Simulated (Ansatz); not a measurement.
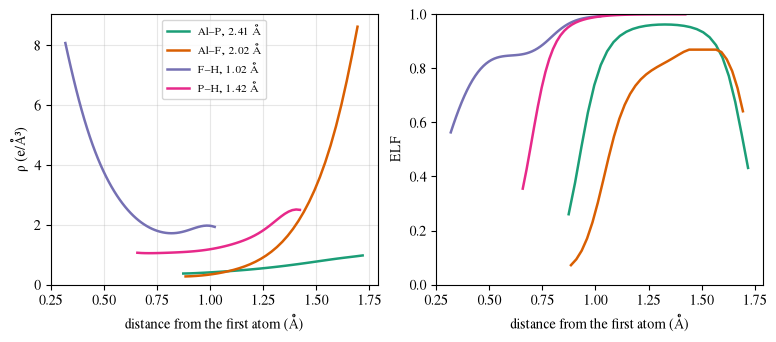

Figure 1: AlFH5P. Total electron density and electron localisation function along straight lines between neighbouring atoms. The curves leave out the atomic cores.

Computed with RKS BLYP-D4/6-31G* (Ansatz 0.2.0).

| atom | x (Å) | y (Å) | z (Å) |
| --- | --- | --- | --- |
| Al | 0.0718 | -0.3183 | -0.1072 |
| F | -0.1018 | 0.0456 | 1.8745 |
| H | 1.4509 | 0.3784 | -0.4955 |
| H | -1.3516 | 0.0980 | -0.6891 |
| P | 0.2296 | -2.5420 | 0.8109 |
| H | -0.7481 | -3.3606 | 0.1799 |
| H | 1.4192 | -3.1523 | 0.3247 |
| H | -0.0124 | -0.9484 | 2.0934 |

> What can be read from the curves?

Al–P (2.41 Å): ρ is about 0.52 e/Å³ halfway; the ELF peaks at about 0.95 between the atoms; localised, covalent bonding.
Al–F (2.02 Å): the density is about 0.35 e/Å³ at the midpoint; the ELF peaks at about 0.85 in the valence shell of F, 0.6 Å from its nucleus, and is about 0.30 at the midpoint.
F–H (1.02 Å): ρ is about 3.6 e/Å³ halfway; the ELF climbs to about 1 towards the hydrogen, as it does in any bond to H.
P–H (1.42 Å): ρ at the midpoint is about 1.1 e/Å³; the ELF climbs to about 1 towards the hydrogen.
